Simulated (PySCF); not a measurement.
# CH₅F₂PSi: NMR shifts at several levels of theory, part 2 of 2

PySCF 2.14.0. Atoms count from 0. The steps go on from the part before.

## 9. NMR shieldings: PBE0/IGLO-III

What the job is given:

```
{"job": {"kind": "nmr", "xc": "PBE0", "basis": "IGLO-III", "pop": true}, "charge": 0, "multiplicity": 1}
F     -0.822101    -1.612648    -0.981984
C     -1.330893    -0.645456    -0.169067
F     -1.579091    -1.202475     1.043599
Si    -0.036121     0.768961     0.010451
P      1.821630    -0.174070     0.882625
H     -2.298637    -0.324319    -0.598717
H      0.147194     1.387699    -1.337095
H     -0.581540     1.786995     0.955302
H      2.074544    -0.922387    -0.308349
H      2.653385     0.917453     0.479927
```

Level: GIAO PBE0/IGLO-III NMR shielding, non-relativistic, gas phase.

Output:

```text
coarse grid: 9608 points
cycle   1  E = -871.1913514396  dE =  2.593e-01  |g| = 6.548e-01  |ddm| = 2.242e+00
cycle   2  E = -871.1133188209  dE =  7.803e-02  |g| = 9.793e-01  |ddm| = 6.105e-01
cycle   3  E = -871.2555014055  dE = -1.422e-01  |g| = 5.113e-02  |ddm| = 3.574e-01
cycle   4  E = -871.2558234010  dE = -3.220e-04  |g| = 1.097e-02  |ddm| = 3.079e-02
cycle   5  E = -871.2558438718  dE = -2.047e-05  |g| = 4.832e-03  |ddm| = 1.332e-02
cycle   6  E = -871.2558494823  dE = -5.610e-06  |g| = 5.368e-04  |ddm| = 5.092e-03
final grid: 85128 points
cycle   7  E = -871.2706426237  dE = -8.207e-05  |g| = 6.243e-03  |ddm| = 3.356e-02
cycle   8  E = -871.2706381597  dE =  4.464e-06  |g| = 7.941e-03  |ddm| = 6.529e-03
cycle   9  E = -871.2706486976  dE = -1.054e-05  |g| = 9.443e-04  |ddm| = 3.544e-03
cycle  10  E = -871.2706488003  dE = -1.028e-07  |g| = 3.056e-04  |ddm| = 5.784e-04
cycle  11  E = -871.2706488152  dE = -1.486e-08  |g| = 6.973e-05  |ddm| = 2.380e-04
cycle  12  E = -871.2706488162  dE = -9.941e-10  |g| = 1.000e-05  |ddm| = 5.099e-05
converged SCF energy = -871.2706488162

GIAO shielding tensors (ppm)
atom      isotropic    diamagn.    paramagn.     s11        s22        s33       span
  0 F      322.603     465.202    -142.598    188.614    314.670    464.526    275.913
  1 C       58.906     243.955    -185.049     37.782     62.055     76.881     39.099
  2 F      322.161     463.798    -141.637    188.567    311.866    466.051    277.484
  3 Si     391.459     888.012    -496.552    359.508    393.170    421.701     62.193
  4 P      621.625     969.343    -347.718    565.408    588.594    710.874    145.466
  5 H       24.993      26.759      -1.766     22.608     24.757     27.614      5.006
  6 H       26.531      29.834      -3.303     23.292     24.552     31.748      8.456
  7 H       26.908      29.277      -2.370     24.086     24.768     31.869      7.783
  8 H       29.548      29.928      -0.380     24.189     27.589     36.866     12.677
  9 H       29.957      29.654       0.303     25.196     26.509     38.167     12.971
```

It took 20 s on 1 thread of Intel Xeon 6975P-C, shared host; peak memory 0.92 GiB.

In short: δ C1 124.9, F0 -147.7, Si3 -46.1, P4 -314.9, H5 6.38, H6 4.65 ppm (means over like atoms).

## 10. Nuclear shieldings: PBE0/pcSseg-0

Settings changed since step 9:

```diff
@@ -1,2 +1,2 @@
-{"job": {"kind": "nmr", "xc": "PBE0", "basis": "IGLO-III", "pop": true}, "charge": 0, "multiplicity": 1}
+{"job": {"kind": "nmr", "xc": "PBE0", "basis": "pcSseg-0", "pop": true}, "charge": 0, "multiplicity": 1}
 F     -0.822101    -1.612648    -0.981984
```

Level: GIAO PBE0/pcSseg-0 NMR shielding, non-relativistic, gas phase.

Output:

```text
coarse grid: 9608 points
cycle   1  E = -869.7090716634  dE =  2.939e-01  |g| = 6.079e-01  |ddm| = 3.093e+00
cycle   2  E = -869.6455365502  dE =  6.354e-02  |g| = 9.034e-01  |ddm| = 1.385e+00
cycle   3  E = -869.7861845963  dE = -1.406e-01  |g| = 2.377e-02  |ddm| = 7.397e-01
cycle   4  E = -869.7863353461  dE = -1.507e-04  |g| = 1.346e-02  |ddm| = 6.976e-02
cycle   5  E = -869.7863886944  dE = -5.335e-05  |g| = 2.675e-03  |ddm| = 2.555e-02
cycle   6  E = -869.7863905364  dE = -1.842e-06  |g| = 8.363e-04  |ddm| = 5.723e-03
final grid: 85128 points
cycle   7  E = -869.8137511529  dE = -1.111e-05  |g| = 3.273e-03  |ddm| = 1.797e-02
cycle   8  E = -869.8137507431  dE =  4.099e-07  |g| = 3.533e-03  |ddm| = 9.611e-03
cycle   9  E = -869.8137539891  dE = -3.246e-06  |g| = 5.473e-04  |ddm| = 5.099e-03
cycle  10  E = -869.8137540315  dE = -4.240e-08  |g| = 5.903e-05  |ddm| = 4.565e-04
cycle  11  E = -869.8137540322  dE = -6.673e-10  |g| = 1.795e-05  |ddm| = 1.236e-04
converged SCF energy = -869.8137540322

GIAO shielding tensors (ppm)
atom      isotropic    diamagn.    paramagn.     s11        s22        s33       span
  0 F      333.615     473.924    -140.309    212.479    300.516    487.848    275.369
  1 C       65.353     252.689    -187.336     41.049     64.946     90.064     49.015
  2 F      327.227     473.337    -146.110    209.295    293.185    479.201    269.905
  3 Si     413.454     879.220    -465.766    364.082    410.343    465.936    101.853
  4 P      678.789     964.352    -285.563    614.117    638.877    783.374    169.257
  5 H       26.268      28.434      -2.165     23.486     25.182     30.137      6.651
  6 H       28.050      28.033       0.017     24.034     26.187     33.928      9.894
  7 H       28.232      27.926       0.306     24.472     26.135     34.089      9.617
  8 H       30.893      28.531       2.362     24.988     28.856     38.835     13.847
  9 H       31.618      29.268       2.350     26.367     27.624     40.863     14.496
```

Wall time 3.6 s (1 thread of Intel Xeon 6975P-C, shared host); peak memory 0.4 GiB.

Key values: δ C1 128.2, F0 -152.1, Si3 -64.9, P4 -397.4, H5 6.56, H6 4.69 ppm (means over like atoms).

## 11. Comparing the runs: NMR shifts

Shifts (ppm), means over like atoms, with basis size and wall time:

```csv
run,C1,H5,H6,H8,F0,Si3,P4,functions,time
PBE0/6-31G*,114.7,6.46,4.54,1.69,-135.4,-14.3,-265.7,88,5.7 s
"PBE0/6-311+G(2d,p)",120.2,6.35,4.74,1.76,-148.9,-43.8,-319.7,181,14 s
PBE0/def2-SVP,116.1,5.90,4.40,1.51,-126.5,-38.3,-279.3,103,7.3 s
PBE0/def2-TZVP,122.6,6.30,4.73,1.73,-144.6,-46.3,-325.5,197,15 s
PBE0/cc-pVDZ,117.4,6.19,4.34,1.43,-133.8,-35.4,-274.0,103,6.5 s
PBE0/cc-pVTZ,122.2,6.30,4.49,1.53,-141.9,-43.6,-313.0,228,19 s
PBE0/aug-cc-pVDZ,116.9,6.54,4.64,1.56,-138.7,-42.0,-294.1,168,13 s
PBE0/IGLO-III,124.9,6.38,4.65,1.62,-147.7,-46.1,-314.9,243,20 s
PBE0/pcSseg-0,128.2,6.56,4.69,1.58,-152.1,-64.9,-397.4,63,3.6 s
```

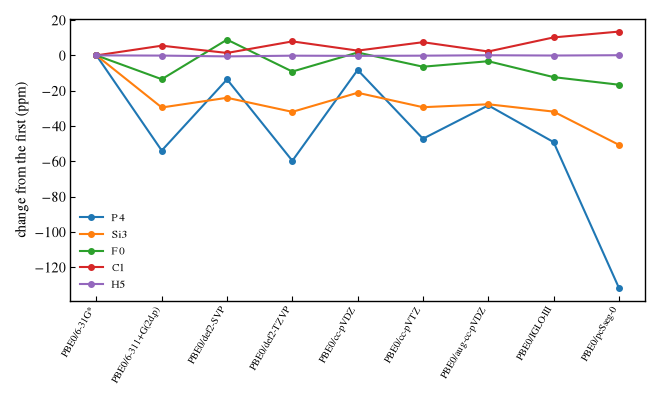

How five of the tabulated atoms move from run to run.

## 12. What came out

What follows sums up all 2 parts.

| quantity | value |
| --- | --- |
| 13C shifts against TMS (PBE0/6-31G*) | 114.7 ppm |
| 1H shifts against TMS (PBE0/6-31G*, means over atoms taken as alike) | 6.46, 4.54, 1.69 ppm |
| 19F shifts against CFCl3 (PBE0/6-31G*, means over atoms taken as alike) | -135.4 ppm |
| 29Si shifts against TMS (PBE0/6-31G*) | -14.3 ppm |
| 31P shifts against H3PO4 (PBE0/6-31G*) | -265.7 ppm |
| range of the shift of P4 | -397.4 to -265.7 ppm |

What this shows: Single values in the summary come from the first sound run of each kind (PBE0/6-31G*), which need not be the best level. At PBE0/6-31G*: The widest tensor belongs to F0, F2: span 249 ppm, with a paramagnetic part of -137 ppm. Across the 9 runs the shift of P4 moves most, between -397.4 (PBE0/pcSseg-0) and -265.7 ppm (PBE0/6-31G*). Most of that comes from the computed reference, not from the atom's own shielding.
